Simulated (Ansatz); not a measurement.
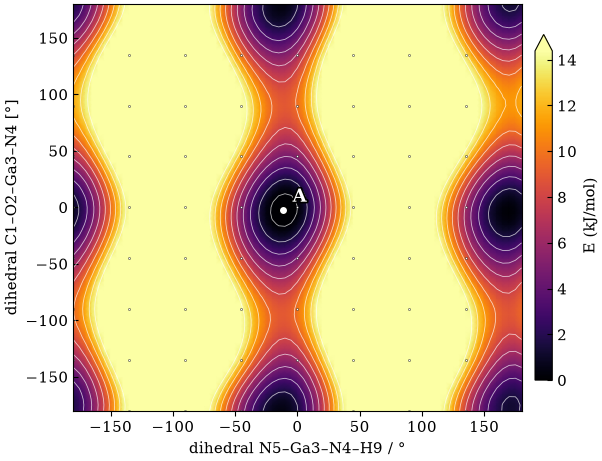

CH7GaN2O, SMILES C[O][Ga]([NH2])[NH2]. 
- Coordinates scanned: (1) dihedral N5–Ga3–N4–H9; (2) dihedral C1–O2–Ga3–N4.
- Nothing is relaxed (all other coordinates rigid).
- Grid: 8 × 8 points.
- Energies are in kJ/mol, from the lowest grid point.
- All numbers below come from RKS PBE0-D4/def2-SVP in Ansatz.

The picture shows a smooth colour map with a few white contour lines, dots at the grid points, one colour for all values above the top of the scale, the well A. Between grid points the surface is interpolated.

Where is the minimum, and how stiff is the well along each coordinate? Take the well at A.

The interpolated minimum is at dihedral N5–Ga3–N4–H9 ≈ −12°, dihedral C1–O2–Ga3–N4 ≈ −2°. The curvatures there are about 0.44 eV/rad² and 0.23 eV/rad², with a cross term of about −0.033 eV/rad². Round the minimum the two coordinates are weakly coupled (coupling −0.10 in units of the two stiffnesses). (1 eV is 96.5 kJ/mol.)
